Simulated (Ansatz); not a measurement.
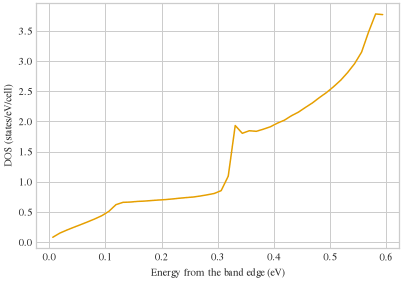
Density of states of KLuS2 (R-3m) below the valence band maximum, PBEsol, rigid bands (Ansatz, a quantum-chemistry and plane-wave program); cell volume 95.8 Å³.

Problem. What effective density of states at 300 K does this give (∫ g(E) exp(−E/k_BT) dE, both spins, divided by the cell's size)?

Solution. 4.6e19 cm⁻³, a density-of-states mass of 1.49 mₑ, valleys and band degeneracy included.

Spin-orbit coupling is left out; where it splits the top of the valence band, N_v and the p-type Seebeck coefficient come out somewhat high without it. Geometry: cell and atoms relaxed with PBEsol.

Formula and space group known from diffraction (Crystallography Open Database), not checked to be the room-temperature form: KLuS2 (R-3m).
